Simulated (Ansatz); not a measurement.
## CH9NOSSi2: nudged elastic band (part 2 of 2)

Continued. System: CH9NOSSi2. Method: RKS CAM-B3LYP-D4/STO-3G (Ansatz 0.2.0). The run did not end well. One setting was made poor on purpose. It belongs to a series of runs on one base structure; here: band between the two ends.

Geometry of the input (Å):
```
N  1.6357  -1.8006  -1.0658
C  0.6504  -1.2692  -0.0521
Si -0.5204  0.0405  -0.7890
O  0.4105  1.0683  -1.8170
Si -1.4887  1.1587  0.9706
S  -0.0297  2.0707  2.2883
H  2.3043  -1.0263  -1.2731
H  2.1634  -2.5166  -0.6989
H  0.0643  -2.0883  0.3676
H  1.2346  -0.8599  0.8088
H  -1.5481  -0.6223  -1.5725
H  0.7662  0.6151  -2.5538
H  -2.4411  2.2743  0.4947
H  -2.3194  0.2356  1.8299
H  -0.9038  2.6694  3.0915
```

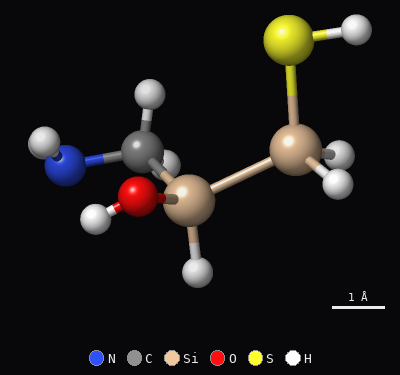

Figure 1. The input geometry (ball-and-stick view, seen at a tilt).

```
Unfinished report: {"positions_ang":[[1.5563443603067157,-1.0214173805551994,-0.2567651444932294],[0.19135048242246283,-1.8348374115587283,-0.10340114056031162],[-0.9339140334953808,-0.5180471471998783,-0.6489302206206347],[0.2666137663728068,0.4695585643058215,-1.6182598607736318],[-1.3711211197269262,1.0421191579422817,0.9425561245600191],[0.43869336769111406,1.606974503259262,1.9128361799536633],[1.9054672020747692,-0.6158876795653846,0.6417822412273726],[2.348225432617591,-1.6001576377305466,-0.6110492044614648],[0.26299453708081066,-2.6959885504944916,-0.7818678705303098],[1.2025336552849895,-0.15779406070112595,-1.0167552827121664],[-2.137480476007737,-0.7591164202563799,-1.4210709266587407],[0.29393975339900125,0.06910533228580845,-2.550167891029633],[-2.002132743190415,2.2264537919279594,0.41200530927378576],[-2.2516824252875103,0.5510778945755191,1.974658381098964],[0.048934890457710004,2.8211337137650845,2.351342645726319]],"unchecked":["starts","cluster_reference","orbital_swaps","neighbouring_geometries","increment"],"mean_field":{"relativity":"none","state":{"energy":{"ev":-30940.96273321674,"hartree":-1137.0594079079167},"converged":true,"gradient_ev":0.00002430157993807509,"stability":{"kind":"minimum","curvature_ev":25.63755576262012},"curvature_floor_ev":0.00030000000000000003,"spin_squared":0.0},"others":[],"fillings":{"estimated":0,"unestimated":0,"tried":0,"untried":0,"excluded_magnetic_sites":0},"n_dropped_functions":0,"n_trapped_functions":0,"passes":{"evaluations":4,"products":22},"factors":{"origin":"Cholesky decomposition","count":708,"bound_ev":0.00002747576217954767},"gradient_stop_ev":0.00009,"reference_kind":"stationary","functional":{"name":"CAM-B3LYP","citations":["Yanai, Tew & Handy, Chem. Phys. Lett. 393, 51 (2004) doi:10.1016/j.cplett.2004.06.011","Iikura, Tsuneda, Yanai & Hirao, J. Chem. Phys. 115, 3540 (2001) doi:10.1063/1.1383587","Becke, Phys. Rev. A 38, 3098 (1988) doi:10.1103/PhysRevA.38.3098","Lee, Yang & Parr, Phys. Rev. B 37, 785 (1988) doi:10.1103/PhysRevB.37.785","Vosko, Wilk & Nusair, Can. J. Phys. 58, 1200 (1980) doi:10.1139/p80-159"],"text":"name \"CAM-B3LYP\"\ncite \"Yanai, Tew & Handy, Chem. Phys. Lett. 393, 51 (2004) doi:10.1016/j.cplett.2004.06.011\"\ncite \"Iikura, Tsuneda, Yanai & Hirao, J. Chem. Phys. 115, 3540 (2001) doi:10.1063/1.1383587\"\ncite \"Becke, Phys. Rev. A 38, 3098 (1988) doi:10.1103/PhysRevA.38.3098\"\ncite \"Lee, Yang & Parr, Phys. Rev. B 37, 785 (1988) doi:10.1103/PhysRevB.37.785\"\ncite \"Vosko, Wilk & Nusair, Can. J. Phys. 58, 1200 (1980) doi:10.1139/p80-159\"\nparameter alpha = 0.19\nparameter beta = 0.46\nparameter omega = 0.33/bohr\nparameter ac = 0.81\n# Exact exchange under (alpha + beta erf(omega r))/r, Becke's under what is left of 1/r.\nexchange = (1 - alpha - beta)*b88_x + beta*b88_x_sr(omega) + alpha*exact_x + beta*exact_x_lr(omega)\ncorrelation = (1 - ac)*vwn5_c + ac*lyp_c\n","parameters":{"ac":{"value":0.81,"default":0.81},"alpha":{"value":0.19,"default":0.19},"beta":{"value":0.46,"default":0.46},"omega":{"value":0.33,"default":0.33,"unit":"/bohr"}},"final_grid":{"core_spheres":13.0,"valence_spheres":11.0,"degree":36.0},"final_grid_parameter_source":"default","radial_points_factor":1.0,"radial_grid_error_ev":3.761455755150831e-7,"grid_sensitivity":"normal","grid_sensitivity_ratio":0.001105456905326488},"unsmoothed_excess_ev":-0.00011219707368791183,"symmetry":{"irreps":["A"],"axes":[[0.9946225556449901,0.020037745284372084,-0.10160935274937782],[-0.02954218243808842,0.9952356734243433,-0.09291508919647508],[0.09926344371934498,0.09541720551091844,0.9904758076972218]],"occupied":[{"A":37},{"A":37}]},"held":{"pivots":697,"left_out":0,"joined":11},"density_repulsion":{"missed_ev":0.00001647551409280959,"excess_ev":1.6199183468961253e-6,"most_excess_ev":0.0001998,"are_drawn_again":false,"n_first_factors":708,"energy_change_ev":0.0,"n_dropped_ends":0}},"factors":{"origin":"Cholesky decomposition","count":708,"bound_ev":0.00002747576217954767},"n_frozen":0,"n_occupied":[37,37],"n_virtual":[14,14],"reference":{"ev":-30940.96273321674,"hartree":-1137.0594079079167},"dispersion":{"energy":{"ev":-0.3903347859722841,"hartree":-0.014344538806060805},"switches_in_reach":[]},"total":{"ev":-30941.35306800271,"hartree":-1137.0737524467227},"forces_ev_per_angstrom":[[-0.33792945181313855,-0.2848002906740843,-0.5430244495060179],[0.11299692255440119,0.2366011243649964,0.3880633959014936],[0.17537841715653338,-0.001045970818982134,0.03513682540260753],[-0.017946097553273248,0.09744876220864503,-0.019241897061232954],[0.01142868070195055,0.14041606997339653,0.15931392471255948],[0.4209859045356329,-0.13625231899351814,-0.10575782017040744],[-0.12997754306956133,0.06276816811845187,0.43720082262206167],[0.07019049254243646,-0.27444510285323576,-0.14237021187779275],[0.20514836691290667,0.15074764912697533,-0.07329023580081072],[-0.11510907636157923,0.14542753884264387,0.10654450683783596],[0.09948677830534539,-0.054531913616549264,0.009927462285840556],[-0.0939497886679533,-0.007189844006128847,-0.02358395529606345],[-0.01908744784604824,0.002413752359825813,-0.0289424447707004],[-0.1668436209784514,-0.07184092329226087,-0.14718724450472817],[-0.214772536430041,-0.0057167007377085235,-0.05278867877156777]],"charge_distribution":{"dipole_moment_e_ang":[0.29175742645456865,0.2463007461273831,-0.6485001695128332],"mulliken_charges_e":[-0.3907701957236487,-0.38603265268111464,0.5260238411507263,-0.35438449212382395,0.3269720797356861,-0.11498331396170514,0.20973749413484888,0.2028816554027193,-0.010149855661751417,0.2342974930203554,-0.13218477982057353,0.17620873168704965,-0.13262249207390786,-0.1295860142747962,-0.025407498810075424],"lowdin_charges_e":[-0.17698677377881378,-0.42711243824933476,0.4728954742996443,-0.2609529759406293,0.2868737409207931,-0.07533694141815417,0.1484949115072397,0.14400972652449062,-0.019838999372791433,0.18316419818470964,-0.12227031635770857,0.13158025895820813,-0.12382846101164868,-0.12270609562991175,-0.03798530863611971]},"n_threads":1,"memory_gib":1.7045454550534487,"seconds":{"hamiltonian":3.522861522,"orbitals":0.0,"second_order":0.0,"solver_start":0.0,"cycles":0.0,"cycle":0.0,"perturbative":0.0,"full_ci_increment":0.0,"forces":0.0}}
this run last wrote the band of iteration 51 to [file]
Error: NEB band did not converge after 51 iterations: max|band force component| = 1.18e0 eV/Å (threshold 5.0e-2); raise `neb.max_iterations` in a new run, which can start from the last band evaluated (`neb.initial_path`, with `crystal.atoms` and `neb.final_atoms` set to its first and last images), add images, or start from endpoints closer to local minima. Where this run's directory can be resumed (`checkpoint.write`), a resume goes on for up to `neb.max_iterations` more; to start a new run from the last band, take its images' positions from the `neb_iteration` event of iteration 51 (`data.images[].positions_ang`), in the event stream of the run that computed that iteration (not this run's, if it was resumed behind it). With `checkpoint.write`, `steps/00-neb/state/checkpoint.json` in the run directory holds the last saved band, under `neb.evaluated.images[].positions_ang` (a band under a hybrid functional on support functions is neither saved nor resumed: `neb.initial_path` says where its path is): check the last entry of `neb.iterations` there, which is earlier than 51 if that iteration was not saved or its write failed. If the band's step has no `state` directory and holds `state.next`, a write was cut short, and the file is under `state.next` instead (behind a loss of power it can be under `state.prev`)
this run wrote the band of iteration 51 to [file] as well, whether or not its events were kept: a new run's `neb.initial_path` can list its `images[].positions_ang`
a run's events are kept only if it was started with --events-out <file>, and are in that file
```

**The last band as extended XYZ (Å, eV, eV/Å)**
```
15
Properties=species:S:1:pos:R:3:forces:R:3 image=0 energy=-30943.67955
N     1.6357   -1.8006   -1.0658   -3.5494   3.9257  -2.6119
C     0.6504   -1.2692   -0.0521    1.0306   0.3269   0.5138
Si   -0.5204    0.0405   -0.7890    0.7728   0.1118  -0.4490
O     0.4105    1.0683   -1.8170   -2.3652   3.0107   4.8303
Si   -1.4887    1.1587    0.9706   -1.3516   1.1961   0.4188
S    -0.0297    2.0707    2.2883    0.3971  -0.7031  -1.0262
H     2.3043   -1.0263   -1.2731    0.1176   0.0553   0.0093
H     2.1634   -2.5166   -0.6989    2.7555  -3.8237   2.3301
H     0.0643   -2.0883    0.3676   -0.1587  -0.4573  -0.1154
H     1.2346   -0.8599    0.8088   -0.5711   0.1104  -0.1729
H    -1.5481   -0.6223   -1.5725    0.0716  -0.0395   0.1553
H     0.7662    0.6151   -2.5538    1.5291  -3.0921  -3.6867
H    -2.4411    2.2743    0.4947    1.2369  -1.6199   0.5638
H    -2.3194    0.2356    1.8299    0.7704   0.7673  -1.0814
H    -0.9038    2.6694    3.0915   -0.6856   0.2315   0.3221
15
Properties=species:S:1:pos:R:3:forces:R:3 image=1 energy=-30944.70998
N     1.7674   -1.0225   -0.8952    0.0360  -0.0079  -0.0050
C     0.5179   -1.3751   -0.1003    0.0195   0.0268   0.0002
Si   -0.7980   -0.1698   -0.7678   -0.0617   0.0011   0.0265
O    -0.0171    0.5232   -2.1124   -0.0391  -0.0068   0.0195
Si   -1.4358    1.3007    0.8340    0.1714  -0.0159   0.0204
S     0.2407    1.7076    2.0884   -0.0948   0.0118  -0.0601
H     2.3453   -0.3771   -0.2992   -0.0059  -0.0048   0.0365
H     2.3593   -1.8885   -0.9779   -0.0257   0.0512  -0.0263
H     0.2544   -2.4157   -0.3302   -0.0099   0.0037  -0.0184
H     0.6921   -1.3091    0.9850   -0.0135   0.0003  -0.0025
H    -1.9631   -0.9212   -1.1785   -0.0228  -0.0142  -0.0001
H     0.8917    0.0390   -2.0271    0.0278  -0.0283   0.0436
H    -1.9469    2.5310    0.2807    0.0025   0.0080  -0.0059
H    -2.5006    0.7581    1.6447   -0.0104  -0.0169  -0.0398
H    -0.4292    2.5688    2.8850    0.0265  -0.0082   0.0116
15
Properties=species:S:1:pos:R:3:forces:R:3 image=2 energy=-30944.41189
N     1.6743   -1.5309   -1.2214   -0.6956   0.2600   0.4686
C     0.8074   -1.0906   -0.0160    0.2987   0.1451  -0.4401
Si   -0.6217   -0.0504   -0.6735   -0.0058   0.0011  -0.2424
O     0.1042    0.9424   -1.8642   -0.1772   0.1410  -0.0554
Si   -1.5621    1.2332    0.9248    0.0909   0.0188   0.0603
S    -0.0942    1.7205    2.3872   -0.0619   0.0118  -0.0144
H     2.6328   -1.2012   -0.9351    0.2180  -0.3191  -0.2368
H     1.7330   -2.5792   -1.1302    0.1907  -0.0348  -0.1693
H     0.5195   -1.9289    0.6310   -0.0016  -0.0831  -0.0249
H     1.4516   -0.4208    0.5553   -0.0396   0.1139   0.5773
H    -1.6160   -0.9054   -1.2850   -0.0104  -0.1261   0.0937
H     0.6616    0.2652   -2.3814    0.1441  -0.0925   0.0664
H    -2.1172    2.4472    0.3800   -0.0196  -0.0081  -0.0548
H    -2.6591    0.5427    1.5620    0.0183  -0.0221  -0.0565
H    -0.9358    2.5056    3.0957    0.0510  -0.0057   0.0284
15
Properties=species:S:1:pos:R:3:forces:R:3 image=3 energy=-30941.47638
N     1.7193   -1.3784   -0.7213   -0.1970  -0.2544  -0.3198
C     0.3941   -1.5985   -0.0072    0.1147   0.0578  -0.4899
Si   -0.6413   -0.2577   -0.5176   -0.1350  -0.0732   0.1643
O     0.5803    0.5118   -1.5758    0.0358   0.2935  -0.2299
Si   -1.5365    1.1669    1.0068    0.0345   0.0343   0.1093
S    -0.0617    1.7054    2.4466   -0.1798   0.1436   0.0802
H     2.5146   -1.2410   -0.0495    0.1515   0.1931  -0.1181
H     2.0196   -2.1777   -1.3456    0.1056  -0.1157   0.0723
H     0.5817   -1.8809    1.0085   -0.1871  -0.1722   0.5736
H     1.4167   -0.3837   -1.3537   -0.0348   0.0028   0.2976
H    -1.6675   -0.4332   -1.5483    0.1195  -0.0638   0.1589
H     0.2475    0.4099   -2.5234    0.1002   0.0603  -0.1081
H    -2.0381    2.3748    0.4001   -0.0664   0.0443  -0.0611
H    -2.6606    0.5799    1.6974   -0.0387  -0.0121  -0.0459
H    -0.8898    2.5518    3.1124    0.1770  -0.1383  -0.0835
15
Properties=species:S:1:pos:R:3:forces:R:3 image=4 energy=-30941.35296
N     1.5563   -1.0214   -0.2568   -0.3379  -0.2848  -0.5430
C     0.1913   -1.8348   -0.1034    0.1130   0.2366   0.3881
Si   -0.9339   -0.5180   -0.6489    0.1754  -0.0010   0.0351
O     0.2666    0.4696   -1.6183   -0.0179   0.0974  -0.0192
Si   -1.3711    1.0421    0.9426    0.0114   0.1404   0.1593
S     0.4387    1.6070    1.9128    0.4210  -0.1363  -0.1058
H     1.9055   -0.6159    0.6418   -0.1300   0.0628   0.4372
H     2.3482   -1.6002   -0.6110    0.0702  -0.2744  -0.1424
H     0.2630   -2.6960   -0.7819    0.2051   0.1507  -0.0733
H     1.2025   -0.1578   -1.0168   -0.1151   0.1454   0.1065
H    -2.1375   -0.7591   -1.4211    0.0995  -0.0545   0.0099
H     0.2939    0.0691   -2.5502   -0.0940  -0.0072  -0.0236
H    -2.0021    2.2265    0.4120   -0.0191   0.0024  -0.0289
H    -2.2517    0.5511    1.9747   -0.1668  -0.0718  -0.1472
H     0.0489    2.8211    2.3513   -0.2148  -0.0057  -0.0528
15
Properties=species:S:1:pos:R:3:forces:R:3 image=5 energy=-30941.61401
N     1.5721   -1.2759   -0.6264    0.0404   0.0020   0.1235
C     0.1587   -1.8506   -0.7203    0.0204  -0.0380  -0.0938
Si   -0.8534   -0.3675   -0.7415   -0.0341   0.0351   0.0542
O     0.4242    0.6041   -1.5473    0.0700  -0.0128   0.0321
Si   -1.3709    1.0941    0.9469    0.0904  -0.0498  -0.0652
S     0.4019    1.7869    1.9154   -0.1335  -0.0319  -0.0293
H     1.3070   -0.2187   -1.1398   -0.0828   0.0857  -0.0532
H     2.0193   -1.1654    0.3320   -0.0276   0.0009  -0.0377
H     0.0196   -2.6614   -0.0039   -0.0155  -0.0034   0.0271
H     2.2659   -1.8326   -1.1870    0.0285  -0.0034  -0.0087
H    -2.0297   -0.4290   -1.5823   -0.0166   0.0096   0.0005
H     0.3552    0.4210   -2.5402   -0.0128  -0.0317   0.0048
H    -2.1460    2.2278    0.4922    0.0267   0.0081   0.0238
H    -2.2065    0.4445    1.9293    0.0086   0.0231   0.0242
H    -0.2580    2.4397    2.8975    0.0378   0.0066  -0.0022
15
Properties=species:S:1:pos:R:3:forces:R:3 image=6 energy=-30937.88905
N     1.6357   -1.8006   -1.0658   -0.9901   3.0473  -2.6937
C     0.6504   -1.2692   -0.0521   -3.5064   3.5716   3.3757
Si   -0.5204    0.0405   -0.7890    2.0491  -1.6898   0.7144
O     0.4105    1.0683   -1.8170   -2.2606   3.3368   4.4488
Si   -1.4887    1.1587    0.9706   -1.3470   1.0014   0.2785
S    -0.0297    2.0707    2.2883    0.3723  -0.6749  -1.0224
H     2.3043   -1.0263   -1.2731   -0.0942   0.2515  -0.8948
H     2.1634   -2.5166   -0.6989    2.4408  -4.4903   1.6947
H     0.0643   -2.0883    0.3676    0.4693  -0.6227  -0.2915
H     0.7563   -1.9586   -1.5981    0.6372  -0.6588  -1.4084
H    -1.5481   -0.6223   -1.5725   -0.5021   0.4192  -0.3135
H     0.7662    0.6151   -2.5538    1.5311  -3.0265  -3.8343
H    -2.4411    2.2743    0.4947    1.1837  -1.5506   0.6394
H    -2.3194    0.2356    1.8299    0.7217   0.8308  -1.0282
H    -0.9038    2.6694    3.0915   -0.7046   0.2550   0.3352
```

**What the run reported**

- outcome: not converged
- barrier, forward (band not converged): 2.327 eV
- barrier, backward: −3.464 eV
- wall time: 15 min
- peak memory: 0.24 GiB

**What went wrong**

The run did not converge: “NEB band did not converge after 51 iterations: max|band force component| = 1.18e0 eV/Å (threshold 5.0e-2); raise `neb.max_iterations` in a new run, which can start from the last band evaluated (`neb.initial_path`, with `crystal.atoms` and `neb.final_atoms` set to its first and last images), add images, or start from endpoints closer to local minima …” Its last values are not results. A deliberately poor setting: ends not relaxed.
